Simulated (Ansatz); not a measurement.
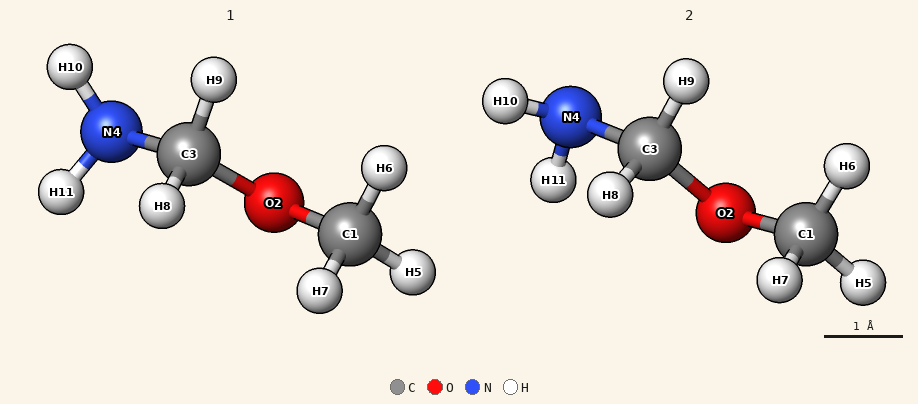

Two geometries of C2H7NO (coarse preliminary run), drawn at one scale. One is the start of a relaxation, the other its converged end. The picture is a ball-and-stick view, seen from a free direction.

Theory: RKS PBE-D4/def2-SVP in Ansatz. Set-up: force threshold 0.03 eV/Å; at most 200 steps.

Which geometry has the lower energy?

Answer. Structure 1 is the relaxed one. The start comes from a force field. H10 moves most after the best rigid fit: 0.62 Å. By element the largest moves are H 0.62 Å, N 0.20 Å, O 0.16 Å, C 0.09 Å. Among the contacts that change: C3–N4 1.469 → 1.433 Å, C1–H6 1.087 → 1.120 Å, N4–H10 0.992 → 1.023 Å, O2–C3 1.443 → 1.417 Å. Bond angles that change, for instance: N4–C3–H8 107.5° → 114.6°, C3–N4–H11 107.6° → 112.6°, H10–N4–H11 104.4° → 108.6°. Groups turn about C3–N4 by about 50°. After 9 accepted moves (10 points after the start) the energy has fallen by 0.251 eV. Largest force component: 1.7 eV/Å at the start, 0.029 eV/Å at the end. The line search rejected the trial step at point 7 of the run. The run took roughly 27 core-seconds on a shared host.
